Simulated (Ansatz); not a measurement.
Start from Si₃N₄ (space group P6_3/m, No. 176; a = 7.625 Å, c = 2.910 Å).

It is then changed as follows: cell and atoms relaxed at a pressure of 3 GPa.

Level of theory: PBEsol/PAW in Ansatz (a quantum-chemistry and plane-wave program), spin-orbit coupling left out.

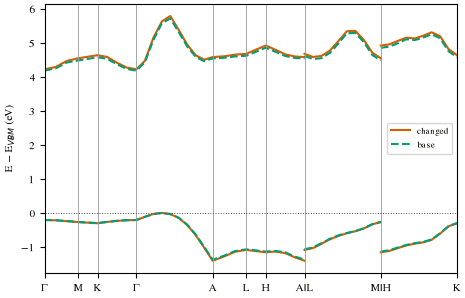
*Highest valence and lowest conduction band along the path, each from its own valence-band maximum*

The gap is 4.23 eV, indirect, Γ–A (33 % along) → Γ; the base has 4.19 eV.

Load acts through the strain it causes; cell and atoms are relaxed under it. Stability against distortions was not tested.
